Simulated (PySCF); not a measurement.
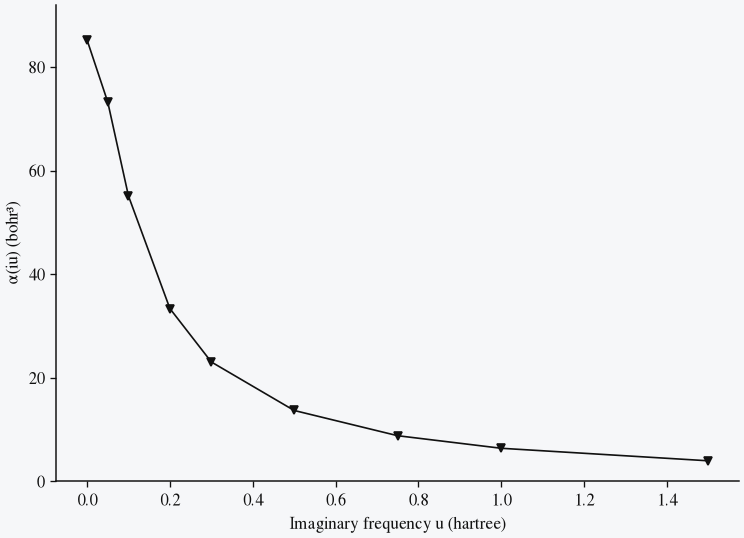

**Figure 1.** Dipole polarisability at imaginary frequency of neutral thallium ([Xe] 4f¹⁴ 5d¹⁰ 6s² 6p). Coupled response at the PBE level; PySCF, aug-cc-pwCVTZ-DK3, spin-free X2C-1e, unrestricted single determinants, no spin-orbit coupling. The static dipole polarisability is 85.2 bohr³ (the recommended value is 50.0); α(iu) falls to half of it near u = 0.15 hartree. The Casimir–Polder integral gives C₆ = 889 hartree bohr⁶ for two such species.

# Run report: Tl, atomic calculation

System: Tl, configuration 1s2 2s2 2p6 3s2 3p6 3d10 4s2 4p6 4d10 4f14 5s2 5p6 5d10 6s2 6p1, multiplicity 2.
Method: unrestricted PBE, aug-cc-pwCVTZ-DK3, spin-free X2C-1e, Gaussian nucleus (PySCF).

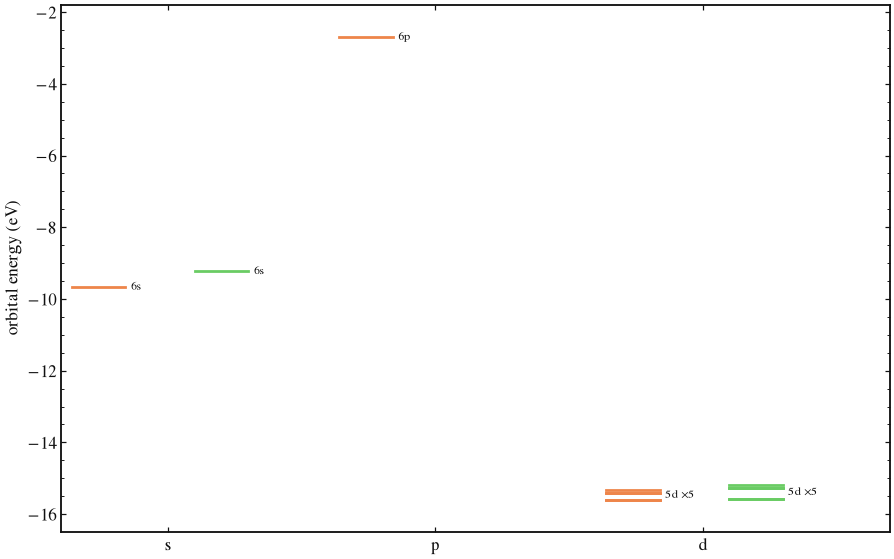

**Figure 2.** Orbital energies of the mean field, from the top down to −15.6 eV, by angular momentum, α spin at the left of each column and β at the right; ×n counts the orbitals under one label. The highest filled orbital is 6p α at −2.69 eV, the lowest empty one p α at −2.52 eV.

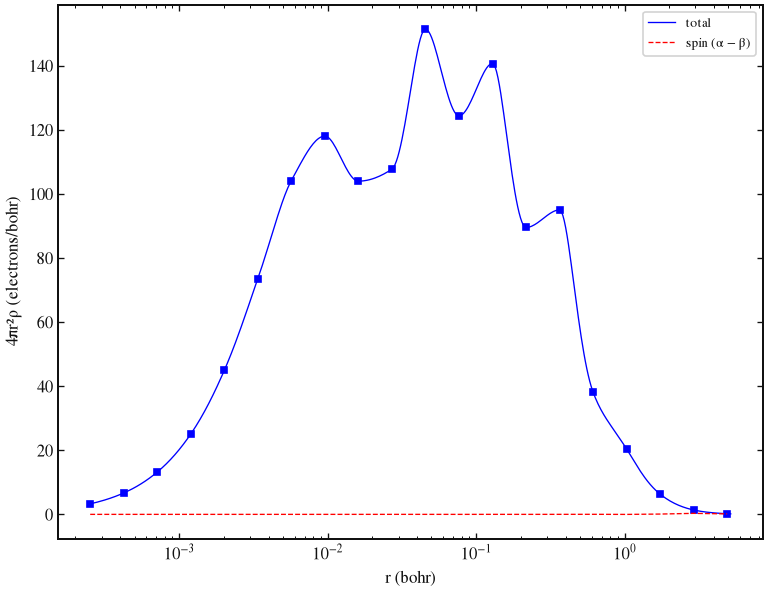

**Figure 3.** Spherically averaged radial density 4πr²ρ of the mean field and its spin part; markers are the stored points, which are sparse, and the line is a monotone interpolation between them. The largest stored value is 151 electrons/bohr at r = 0.046 bohr. Root-mean-square radii of the shells: 4f 0.513, 5s 0.930, 5p 1.07, 5d 1.51, 6s 2.65, 6p 4.16 bohr.

These pictures come from the run below.

**Input file**
```python
from pyscf import gto, scf, dft, mp, cc
import basis_set_exchange as bse
mol = gto.M(atom="Tl 0 0 0", charge=0, spin=1, symmetry="D2h",
            basis=gto.basis.parse(bse.get_basis("aug-cc-pwCVTZ-DK3", elements=["Tl"], fmt="nwchem")),
            nucmod="G")
mf = dft.UKS(mol, xc="PBE").sfx2c1e()
mf.irrep_nelec = {'Ag': (12, 12), 'B1g': (3, 3), 'B2g': (3, 3), 'B3g': (3, 3), 'Au': (1, 1), 'B1u': (6, 6), 'B2u': (7, 6), 'B3u': (6, 6)}
mf.kernel()
```

The script is an equivalent of what the driver set up; the driver started from orbitals of its own, so the log can be shorter than this script's would be, and it computed the properties (radii, ⟨L²⟩, response) afterwards. It held the occupations shell by shell, which the script's counts by irreducible representation don't always enforce.

**Log (extracts)**
```
damping factor = 0
level_shift factor = 0
DIIS = <class 'pyscf.scf.diis.CDIIS'>
diis_start_cycle = 1
diis_space = 10
diis_damp = 0
SCF conv_tol = 1e-09
SCF conv_tol_grad = None
number electrons alpha = 41  beta = 40
XC functionals = PBE
    J. P. Perdew, K. Burke, and M. Ernzerhof.,  Phys. Rev. Lett. 77, 3865 (1996)
    J. P. Perdew, K. Burke, and M. Ernzerhof.,  Phys. Rev. Lett. 78, 1396 (1997)
    J. P. Perdew, K. Burke, and M. Ernzerhof.,  Phys. Rev. Lett. 77, 3865 (1996)
    J. P. Perdew, K. Burke, and M. Ernzerhof.,  Phys. Rev. Lett. 78, 1396 (1997)
cycle= 1 E= -20247.8673665854  delta_E= -0.0275  |g|= 0.271  |ddm|= 0.89
cycle= 2 E= -20247.8647445298  delta_E= 0.00262  |g|= 0.284  |ddm|= 0.291
cycle= 3 E= -20247.8717261896  delta_E= -0.00698  |g|= 0.0332  |ddm|= 0.17
cycle= 4 E= -20247.8719575719  delta_E= -0.000231  |g|= 0.00182  |ddm|= 0.0389
cycle= 5 E= -20247.8719587309  delta_E= -1.16e-06  |g|= 0.000108  |ddm|= 0.00412
cycle= 6 E= -20247.8719587357  delta_E= -4.75e-09  |g|= 6.81e-06  |ddm|= 0.000206
cycle= 7 E= -20247.8719587357  delta_E= -4.73e-11  |g|= 1.38e-06  |ddm|= 5.26e-05
converged SCF energy = -20247.8719587357  <S^2> = 0.75114732  2S+1 = 2.001147
```

**Key numbers**

- outcome: converged
- total energy: −20247.8720 hartree
- ⟨S²⟩: 0.751
- ⟨L²⟩: 2.01
- static polarisability: 85.2 bohr³
- C₆ of the like pair: 889 hartree bohr⁶
- SCF iterations: 7
- hardware: 1 CPU thread, shared host
- CPU time: 30 s (integrals apart)

**Notes**

Radii and densities are those of the two-component orbitals, without the picture-change correction, so the innermost s shells come out slightly too small (about 1 % for 1s near Z = 40, more for heavier atoms).
